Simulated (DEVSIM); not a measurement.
Device: abrupt Ge p-n junction, at 400 K.

```tsv
layer (left to right)	material	thickness (μm)	Nd (cm⁻³)	Na (cm⁻³)	τn (s)	τp (s)
1	Ge	0.0490	-	1.3e17	0.0003	0.0003
2	Ge	100	1.9e17	-	0.0003	0.0003
```

Left contact: ohmic. Right contact: ohmic. Voltage is applied to the left contact. Recombination: SRH at mid-gap, Auger. Mobility is constant in doping.

The device is made up for the run: typed textbook-type constants, with dimensions and the other settings drawn at random. Values at 300 K; Nc and Nv go as T^1.5, mobilities as T to minus their exponent, the gap by Varshni's rule with the affinity fixed.

| parameter | Ge |
|---|---|
| gap (eV) | 0.664 |
| affinity (eV) | 4 |
| permittivity | 16 |
| Nc (cm⁻³) | 1.04e19 |
| Nv (cm⁻³) | 6e18 |
| μn (cm²/Vs) | 3900 |
| μp (cm²/Vs) | 1900 |
| T exponent of μn | 1.66 |
| T exponent of μp | 2.33 |
| Cn (cm⁶/s) | 1e-31 |
| Cp (cm⁶/s) | 1e-31 |
| Varshni α (eV/K) | 0.000477 |
| Varshni β (K) | 235 |

Simulated with DEVSIM: 1D drift-diffusion, Boltzmann statistics, complete ionisation; no tunnelling, impact ionisation, image-force lowering or self-heating.

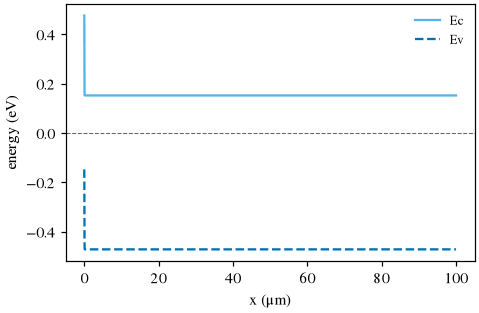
Figure. Band edges at zero bias

Energies count from the Fermi level of the right contact; mesh points crowd at the junctions.

```csv
x (μm),Ec (eV),Ev (eV),n (cm⁻³),p (cm⁻³),field (V/cm)
0.000,0.477,-0.147,1.6e13,1.3e17,-18000
0.01886,0.436,-0.188,5.1e13,4.0e16,-29000
0.03632,0.368,-0.256,3.6e14,5.6e15,-50000
0.05566,0.252,-0.372,1.1e16,1.9e14,-54000
0.1066,0.156,-0.468,1.8e17,1.2e13,-2200
0.2023,0.153,-0.471,1.9e17,1.1e13,≈ 0
0.3945,0.153,-0.471,1.9e17,1.1e13,≈ 0
1.050,0.153,-0.471,1.9e17,1.1e13,≈ 0
2.250,0.153,-0.471,1.9e17,1.1e13,≈ 0
4.663,0.153,-0.471,1.9e17,1.1e13,≈ 0
10.09,0.153,-0.471,1.9e17,1.1e13,≈ 0
26.83,0.153,-0.471,1.9e17,1.1e13,≈ 0
55.81,0.153,-0.471,1.9e17,1.1e13,≈ 0
78.84,0.153,-0.471,1.9e17,1.1e13,≈ 0
92.42,0.153,-0.471,1.9e17,1.1e13,≈ 0
96.55,0.153,-0.471,1.9e17,1.1e13,≈ 0
98.38,0.153,-0.471,1.9e17,1.1e13,≈ 0
99.29,0.153,-0.471,1.9e17,1.1e13,≈ 0
99.78,0.153,-0.471,1.9e17,1.1e13,≈ 0
99.94,0.153,-0.471,1.9e17,1.1e13,≈ 0
100.0,0.153,-0.471,1.9e17,1.1e13,≈ 0
100.0,0.153,-0.471,1.9e17,1.1e13,≈ 0
```
